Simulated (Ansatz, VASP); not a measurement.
# ZnO (zincite): VASP beside Ansatz

One calculation is typed for both programs; each brings its own data sets. How far apart do they land? Other levels of theory on this material are compared in a session of their own. Valence electrons are named where the data sets of a main pair hold unlike numbers.

Calculated with Ansatz 0.2.0; plane waves, with VASP 6.6.1 beside it; band structure at r2SCAN.

### Step 1. The starting structure

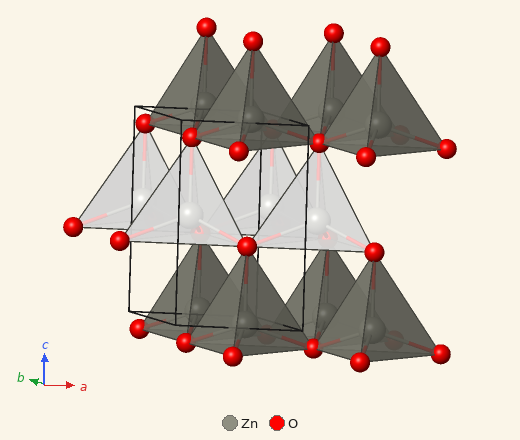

The cell as given, slightly off an axis (zinc grey, oxygen red). 2×2×1 cells are drawn. Some periodic images of atoms are drawn too.

Coordinates:

```cif
data_structure
_symmetry_space_group_name_H-M 'P 1'
_symmetry_Int_Tables_number 1
_cell_length_a 3.2493
_cell_length_b 3.2493
_cell_length_c 5.2057
_cell_angle_alpha 90.000
_cell_angle_beta 90.000
_cell_angle_gamma 120.000
_cell_volume 47.60
loop_
_atom_site_label
_atom_site_type_symbol
_atom_site_fract_x
_atom_site_fract_y
_atom_site_fract_z
_atom_site_occupancy
Zn1 Zn 0.33333 0.66667 0.50000 1
Zn2 Zn 0.66667 0.33333 0.00000 1
O3 O 0.66667 0.33333 0.37901 1
O4 O 0.33333 0.66667 0.87901 1
```

### Step 2. VASP: band structure, r2SCAN

Levels along a path test the potential and the projectors away from the mesh points.

Lines of VASP's logs that name or quote its potential files are left out, and so is its time.

INCAR

```
SYSTEM = ZnO
PREC = Accurate
ENCUT = 520
EDIFF = 1E-06
NELM = 100
ISMEAR = 0
SIGMA = 0.02
LREAL = .FALSE.
ALGO = Normal
METAGGA = R2SCAN
LASPH = .TRUE.
NBANDS = 32
LORBIT = 11
LWAVE = .FALSE.
LCHARG = .FALSE.
KPAR = 8
```

POSCAR

```
ZnO
1.0
    3.2493080000      0.0000000000      0.0000000000
   -1.6246540000      2.8139832727      0.0000000000
    0.0000000000      0.0000000000      5.2057090000
Zn O
2 2
Direct
    0.3333333333      0.6666666667      0.5000000000
    0.6666666667      0.3333333333      0.0000000000
    0.6666666667      0.3333333333      0.3790100000
    0.3333333333      0.6666666667      0.8790100000
```

KPOINTS

```
Automatic mesh
0
Gamma
5 5 3
0 0 0
```

KPOINTS_OPT

```
Line mode
16
Line-mode
Reciprocal
  0.00000000   0.00000000   0.00000000 GAMMA
  0.50000000   0.00000000   0.00000000 M

  0.50000000   0.00000000   0.00000000 M
  0.33333333   0.33333333   0.00000000 K

  0.33333333   0.33333333   0.00000000 K
  0.00000000   0.00000000   0.00000000 GAMMA

  0.00000000   0.00000000   0.00000000 GAMMA
  0.00000000   0.00000000   0.50000000 A

  0.00000000   0.00000000   0.50000000 A
  0.50000000   0.00000000   0.50000000 L

  0.50000000   0.00000000   0.50000000 L
  0.33333333   0.33333333   0.50000000 H

  0.33333333   0.33333333   0.50000000 H
  0.00000000   0.00000000   0.50000000 A

  0.50000000   0.00000000   0.50000000 L
  0.50000000   0.00000000   0.00000000 M

  0.33333333   0.33333333   0.00000000 K
  0.33333333   0.33333333   0.50000000 H
```

The projector-augmented-wave data sets are Zn and O (PBE family, release 64).

Run with:

```console
mpirun -np 8 vasp_std
```

Numbers of over 12 decimals in the logs are rounded to 6 here.

The program printed:

```text
[banner, memory and clock lines left out]
running    8 mpi-ranks, on    1 nodes
 distrk:  each k-point on    1 cores,    8 groups
 distr:  one band on    1 cores,    1 groups

 POSCAR found type information on POSCAR ZnO
 POSCAR found :  2 types and       4 ions
|                                                                             |
|           W    W    AA    RRRRR   N    N  II  N    N   GGGG   !!!           |
|           W    W   A  A   R    R  NN   N  II  NN   N  G    G  !!!           |
|           W    W  A    A  R    R  N N  N  II  N N  N  G       !!!           |
|           W WW W  AAAAAA  RRRRR   N  N N  II  N  N N  G  GGG   !            |
|           WW  WW  A    A  R   R   N   NN  II  N   NN  G    G                |
|           W    W  A    A  R    R  N    N  II  N    N   GGGG   !!!           |
|                                                                             |
|     For optimal performance we recommend to set                             |
|       NCORE = 2 up to number-of-cores-per-socket                            |
|     NCORE specifies how many cores store one orbital (NPAR=cpu/NCORE).      |
|     This setting can greatly improve the performance of VASP for DFT.       |
|     The default, NCORE=1 might be grossly inefficient on modern             |
|     multi-core architectures or massively parallel machines. Do your        |
|     Unfortunately you need to use the default for GW and RPA                |
|     calculations (for HF NCORE is supported but not extensively tested      |
|     yet).                                                                   |
|                                                                             |

|                                                                             |
|               ----> ADVICE to this user running VASP <----                  |
|                                                                             |
|     You enforced a specific xc type in the INCAR file but a different       |
|     [... a line on the potential file left out ...]
|     I HOPE YOU KNOW WHAT YOU ARE DOING!                                     |
|                                                                             |

 LDA part: xc-table for (None), standard interpolation
 POSCAR, INCAR and KPOINTS ok, starting setup
 FFT: planning ... GRIDC
 FFT: planning ... GRID_SOFT
 FFT: planning ... GRID
 WAVECAR not read
 entering main loop
       N       E                     dE             d eps       ncg     rms          rms(c)
DAV:   1     0.293017549378E+03    0.29302E+03   -0.17812E+04   664   0.169E+03
DAV:   2    -0.106883644502E+02   -0.30371E+03   -0.27654E+03   640   0.392E+02
DAV:   3    -0.459057149030E+02   -0.35217E+02   -0.34627E+02   776   0.125E+02
DAV:   4    -0.465895524955E+02   -0.68384E+00   -0.68325E+00   712   0.185E+01
DAV:   5    -0.465920719883E+02   -0.25195E-02   -0.25195E-02   760   0.116E+00    0.143E+01
DAV:   6    -0.360420974994E+02    0.10550E+02   -0.28061E+00   792   0.529E+01    0.101E+01
DAV:   7    -0.363049343501E+02   -0.26284E+00   -0.34385E+00   696   0.152E+01    0.502E+00
DAV:   8    -0.363269803229E+02   -0.22046E-01   -0.20203E-01   936   0.485E+00    0.250E+00
DAV:   9    -0.363119725275E+02    0.15008E-01   -0.58211E-02   680   0.210E+00    0.352E-01
DAV:  10    -0.363110700502E+02    0.90248E-03   -0.10507E-02   864   0.116E+00    0.106E-01
DAV:  11    -0.363116314891E+02   -0.56144E-03   -0.29515E-03   712   0.479E-01    0.866E-02
DAV:  12    -0.363114243443E+02    0.20714E-03   -0.17195E-04   760   0.129E-01    0.252E-02
DAV:  13    -0.363114193405E+02    0.50038E-05   -0.48356E-05   736   0.536E-02    0.836E-03
DAV:  14    -0.363114167027E+02    0.26378E-05   -0.86786E-06   832   0.259E-02    0.644E-03
DAV:  15    -0.363114156896E+02    0.10131E-05   -0.91244E-07   376   0.122E-02    0.403E-03
DAV:  16    -0.363114158417E+02   -0.15214E-06   -0.39781E-07   344   0.481E-03
   1 F= -.36311416E+02 E0= -.36311416E+02  d E =-.892393E-20
 Start KPOINTS_OPT (optional k-point list driver)
k-point batch [1-10\144]
       N       E                     dE             ncg
DAV:   1     0.164916011043E+04   -0.18420E+04      672
DAV:   2    -0.129105505501E+04   -0.29402E+04      640
DAV:   3    -0.163327021914E+04   -0.34222E+03      744
DAV:   4    -0.163988654037E+04   -0.66163E+01      712
DAV:   5    -0.163990690285E+04   -0.20362E-01      760
DAV:   6    -0.163990699829E+04   -0.95441E-04      712
DAV:   7    -0.163990699897E+04   -0.67602E-06      680
[...]
k-point batch [141-144\144]
       N       E                     dE             ncg
DAV:   1     0.967570306726E+04   -0.54982E+04      264
DAV:   2     0.850342731286E+04   -0.11723E+04      264
DAV:   3     0.837093881222E+04   -0.13249E+03      296
DAV:   4     0.836855996972E+04   -0.23788E+01      272
DAV:   5     0.836855288682E+04   -0.70829E-02      312
DAV:   6     0.836855285132E+04   -0.35496E-04      264
DAV:   7     0.836855285106E+04   -0.25590E-06      280
```

Parts of OUTCAR (step 2):

```text
ion  position               nearest neighbor table
   1  0.333  0.667  0.500-   4 1.97   3 1.98   3 1.98   3 1.98
   2  0.667  0.333  0.000-   3 1.97   4 1.98   4 1.98   4 1.98
   3  0.667  0.333  0.379-   2 1.97   1 1.98   1 1.98   1 1.98
   4  0.333  0.667  0.879-   1 1.97   2 1.98   2 1.98   2 1.98

  LATTYP: Found a hexagonal cell.
 ALAT       =     3.2493080000
 C/A-ratio  =     1.6020977390

 Subroutine GETGRP returns: Found 12 space group operations
 (whereof  6 operations were pure point group operations)

The static configuration has the point symmetry C_3v.
 The point group associated with its full space group is C_6v.

 Found     10 irreducible k-points:

   k-points           NKPTS =     10   k-points in BZ     NKDIM =     10   number of bands    NBANDS=     32

   dimension x,y,z NGX =    24 NGY =   24 NGZ =   40
   dimension x,y,z NGXF=    48 NGYF=   48 NGZF=   80

   ENCUT  =  520.0 eV  38.22 Ry    6.18 a.u.   6.04  6.04  9.68*2*pi/ulx,y,z

   NELECT =      36.0000    total number of electrons

 k-points in reciprocal lattice and weights: Automatic mesh
   0.00000000  0.00000000  0.00000000       0.013
   0.20000000 -0.00000000  0.00000000       0.080
   0.40000000 -0.00000000  0.00000000       0.080
   0.20000000  0.20000000  0.00000000       0.080
   0.40000000  0.20000000  0.00000000       0.080
   0.00000000  0.00000000  0.33333333       0.027
   0.20000000 -0.00000000  0.33333333       0.160
   0.40000000 -0.00000000  0.33333333       0.160
   0.20000000  0.20000000  0.33333333       0.160
   0.40000000  0.20000000  0.33333333       0.160

 average (electrostatic) potential at core
       1 -41.3300       2 -41.3300       3 -76.8699       4 -76.8699

 E-fermi :   0.9695

 k-point     1 :       0.0000    0.0000    0.0000
  band No.  band energies     occupation
    ...
     14       0.0188      2.00000
     15       0.0188      2.00000
     16       0.7721      2.00000
     17       0.8461      2.00000
     18       0.8461      2.00000
     19       2.0747      0.00000
     20       6.6792      0.00000
     21       9.7079      0.00000
     22      14.4892      0.00000
     23      14.4894      0.00000
    ...

 k-point     2 :       0.2000   -0.0000    0.0000
  band No.  band energies     occupation
    ...
     14      -1.1905      2.00000
     15      -0.4746      2.00000
     16      -0.4724      2.00000
     17       0.4951      2.00000
     18       0.5773      2.00000
     19       3.9304      0.00000
     20       8.0585      0.00000
     21       9.6329      0.00000
     22      11.8029      0.00000
     23      13.7973      0.00000
    ...

 k-point     3 :       0.4000   -0.0000    0.0000
  band No.  band energies     occupation
    ...
     14      -2.5658      2.00000
     15      -1.7898      2.00000
     16      -1.3166      2.00000
     17      -0.2393      2.00000
     18       0.0934      2.00000
     19       6.4250      0.00000
     20       8.8732      0.00000
     21       9.0196      0.00000
     22      10.1187      0.00000
     23      12.4248      0.00000
    ...

  Total       -0.2054183     -0.2054183      0.2953188      0.0000000      0.0000000      0.0000000
  in kB       -6.9144458     -6.9144458      9.9405282      0.0000000      0.0000000      0.0000000
  external PRESSURE =      -1.2961211 kB  Pullay stress =       0.0000000 kB

  energy-cutoff  :      520.00
  volume of cell :       47.60
      direct lattice vectors                 reciprocal lattice vectors
     3.249308000  0.000000000  0.000000000     0.307757836  0.177684070  0.000000000
    -1.624654000  2.813983273  0.000000000     0.000000000  0.355368139  0.000000000
     0.000000000  0.000000000  5.205709000     0.000000000  0.000000000  0.192096792

 POSITION                                       TOTAL-FORCE (eV/Angst)
 -----------------------------------------------------------------------------------
     -0.00000      1.87599      2.60285        -0.000000     -0.000000     -0.085651
      1.62465      0.93799      0.00000         0.000000      0.000000     -0.085651
      1.62465      0.93799      1.97302        -0.000000     -0.000000      0.085651
     -0.00000      1.87599      4.57587        -0.000000     -0.000000      0.085651
 -----------------------------------------------------------------------------------
    total drift:                                0.000000      0.000000     -0.087045

  FREE ENERGIE OF THE ION-ELECTRON SYSTEM (eV)
  ---------------------------------------------------
  free  energy   TOTEN  =       -36.3114158417 eV

  energy  without entropy=      -36.3114158417  energy(sigma->0) =      -36.31141584

 total charge
# of ion       s       p       d       tot
------------------------------------------
    1        0.435   0.481   9.921  10.837
    2        0.435   0.481   9.921  10.837
    3        1.552   3.486   0.000   5.038
    4        1.552   3.486   0.000   5.038
--------------------------------------------------
tot          3.975   7.933  19.843  31.751

[... 3 further parts left out ...]
```

The run ends at a pressure of -0.13 GPa, with forces up to 0.086 eV/Å.

(Continued in part 2 of 2.)

[Lines on the potential files, build, host, timing and source positions are cut from VASP's logs without a mark.]

[Logs are printed without paths, hosts, clocks, repeated set-up lines and the standing remarks that a program may print on its own settings, such as how far it seeks lower states.]

[Hosts, paths, dates, database ids (printed as entryN), source tags and the programs' standing remarks are cut or masked in the printed files.]
